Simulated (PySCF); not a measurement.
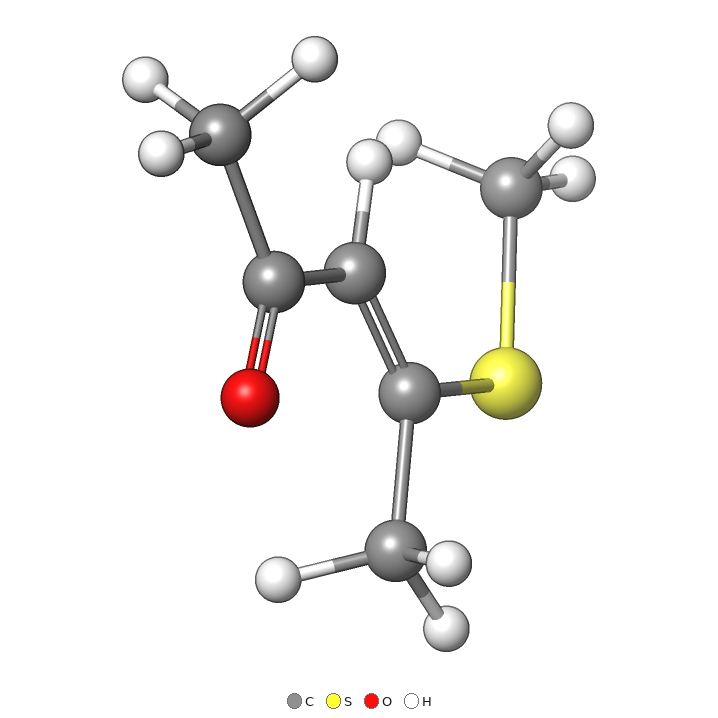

Ball-and-stick drawing of a structure. Multiple sticks mark multiple bonds (one Kekulé form).

Describe the molecule.

Formula C6H10OS. Its SMILES string is `CS/C(C)=C/C(C)=O`. It has no ring. Among its groups: ketone, alkene, thioether. Coordination: 3 C tetrahedral; 1 S bent; 3 C trigonal planar.

The parts below concern this one geometry. Atoms keep their numbers from picture to picture. Computed geometry: PBE0-D3(BJ)/def2-SVP optimisation. No frequency run is at hand to confirm it as a minimum.

**NMR shielding**

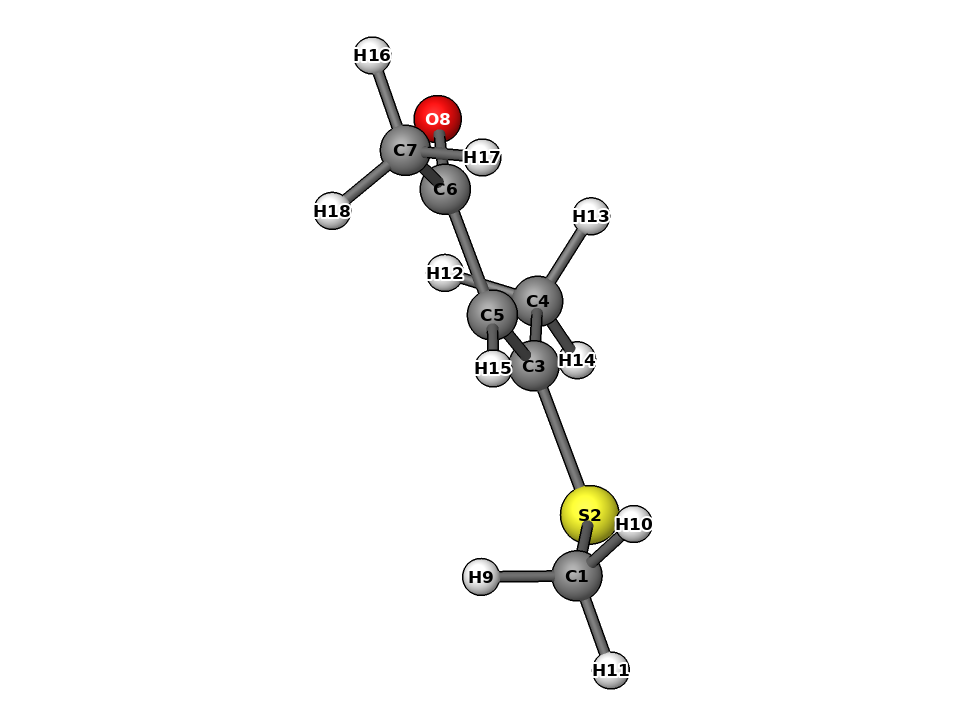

The questions are on isotropic NMR shieldings of the H atoms. No frequency run is at hand to confirm it as a minimum. Properties computed with GIAO PBE0/pcSseg-1 NMR shielding, non-relativistic, IEF-PCM methanol (PySCF 2.14.0).

**Which H atom is the most shielded (lowest chemical shift)?**

H16 (29.61 ppm).

**Which H atom is the least shielded (highest chemical shift)?**

H15 (25.34 ppm).

**How wide is the range of H shifts?**

4.27 ppm.

Give the isotropic NMR shieldings of the H atoms atom by atom.

```tsv
atom	σ (ppm)
H9	28.89
H10	28.88
H11	28.98
H12	28.54
H13	28.48
H14	29.44
H15	25.34
H16	29.61
H17	28.64
H18	28.65
```

**Quadrupole coupling**

No frequency run is at hand to confirm it as a minimum. Electric field gradients from the ground-state density, PBE0/pcSseg-1 in acetonitrile (IEF-PCM) (PySCF 2.14.0), non-relativistic apart from any core potentials.

Give the largest field-gradient component, the quadrupole coupling constant and the asymmetry for 33S at S2 (Q = −67.81 mb), 17O at O8 (Q = −25.6 mb), 2H at H9 (Q = 2.86 mb), 2H at H10 (Q = 2.86 mb).

| atom | V_zz (a.u.) | e²qQ/h (MHz) | η |
| --- | --- | --- | --- |
| S2 | −2.278 | 36.3 | 0.90 |
| O8 | −1.894 | 11.39 | 0.25 |
| H9 | 0.286 | 0.192 | 0.03 |
| H10 | 0.286 | 0.192 | 0.03 |

**Charges**

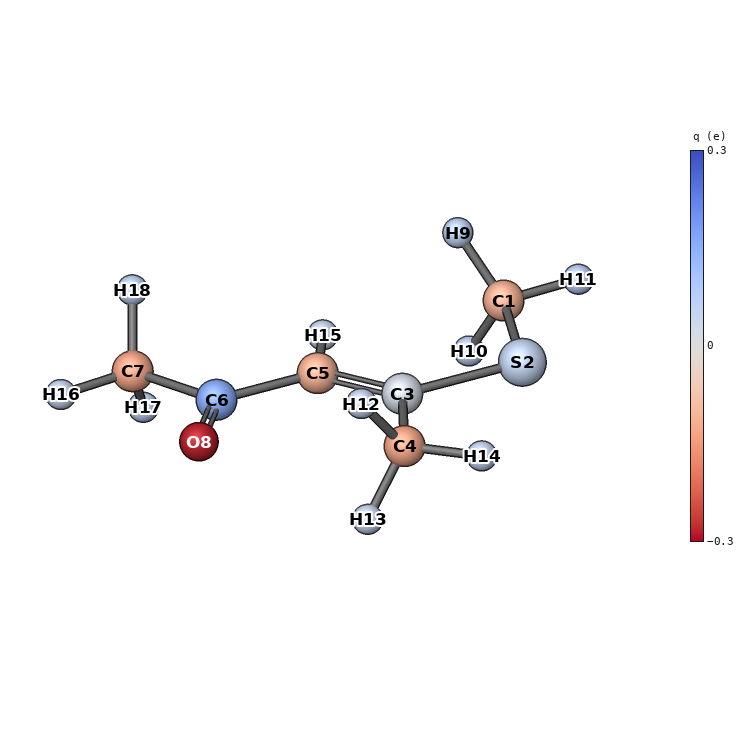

Atoms are coloured by their Hirshfeld charges. No frequency run is at hand to confirm it as a minimum. Method: PBE0/pcSseg-1 in acetonitrile (IEF-PCM) (PySCF 2.14.0).

Give the Hirshfeld charges atom by atom.

| atom | value (e) |
| --- | --- |
| C1 | −0.11 |
| S2 | 0.05 |
| C3 | 0.02 |
| C4 | −0.12 |
| C5 | −0.11 |
| C6 | 0.15 |
| C7 | −0.12 |
| O8 | −0.28 |
| H9 | 0.06 |
| H10 | 0.06 |
| H11 | 0.07 |
| H12 | 0.05 |
| H13 | 0.05 |
| H14 | 0.04 |
| H15 | 0.04 |
| H16 | 0.04 |
| H17 | 0.06 |
| H18 | 0.06 |

**Electronic properties**

No frequency run is at hand to confirm it as a minimum. Properties computed with PBE0/def2-SVPD in methanol (IEF-PCM) (PySCF 2.14.0). Excitations: vertical, linear response.

**What is the HOMO energy (Kohn–Sham orbital)?**

−6.59 eV.

**What is the brightest of the 6 lowest singlets?**

4.50 eV.

**Estimate the dipole moment.**

5.24 D.

**What is the HOMO–LUMO gap?**

5.14 eV.
